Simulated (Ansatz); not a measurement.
Take GaN in the zinc blende structure (space group F-43m, No. 216; a = 4.498 Å) as the base. Axes: x, y, z lie along the cube axes.

The change: the cell is compressed by 1.02 % along z with no lateral relaxation; the atoms relax in the strained cell.

Computed with r2SCAN in Ansatz (plane waves to 500 eV, PAW, spin-orbit coupling left out).

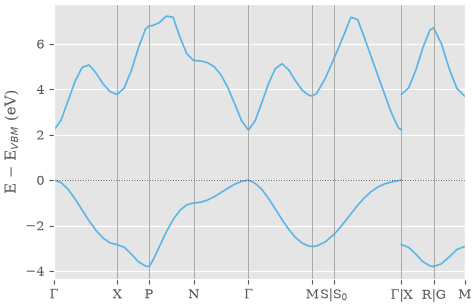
Figure: Highest valence and lowest conduction band along the path of the changed cell's own zone

**Question.** Read the changed gap and its character from the plot.

**Answer.** About 2.2 eV, direct at Γ.

Whether these cells are dynamically stable was not tested. This is not the structure that GaN has at room temperature and ambient pressure. k-point labels follow each cell's own Brillouin zone.

Ansatz is a program for electronic structure.
